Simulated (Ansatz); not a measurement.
```yaml
atoms:
  - { symbol: Br, position_ang: [1.6192, 3.1221, 1.9572] }
  - { symbol: O, position_ang: [-1.3657, 1.0672, 1.5927] }
  - { symbol: O, position_ang: [0.6397, 0.9552, -0.8014] }
  - { symbol: O, position_ang: [-1.1509, 3.4814, -0.3800] }
  - { symbol: Zr, position_ang: [-0.1860, 2.0868, 0.4936] }
  - { symbol: H, position_ang: [-1.9956, 0.5374, 2.0785] }
  - { symbol: H, position_ang: [0.9821, 0.3741, -1.4785] }
  - { symbol: H, position_ang: [-1.6788, 4.1249, -0.8497] }
```

Geometry: PBE0-D4/def2-SVP; core potentials replace the inner electrons of Zr.

Theory: isolated molecule in a Gaussian basis; Kohn-Sham density functional theory, functional PBE0 in Ansatz.

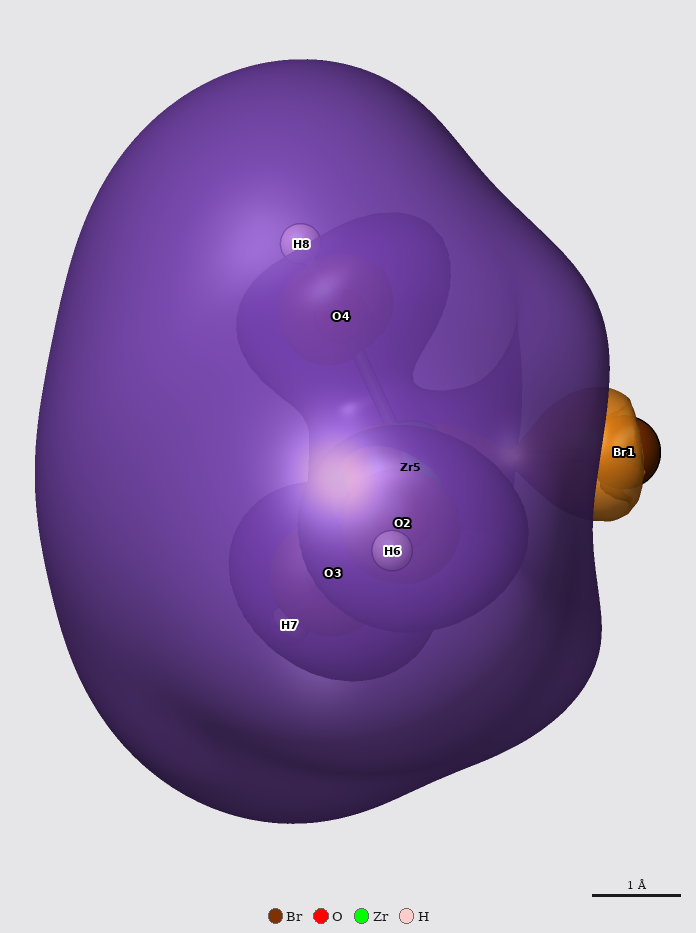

BrH3O3Zr (SMILES [OH][Zr]([OH])([OH])[Br]). One frontier orbital at ±0.04 Å⁻³ᐟ² (orange and purple are the two phases), seen at an oblique angle.

Which orbital is it: HOMO or LUMO?

The LUMO, at −0.44 eV. By Hirshfeld shares it lies mainly on Zr5 (about 55 %), H6 (about 10 %), H7 (about 10 %) and H8 (about 10 %).
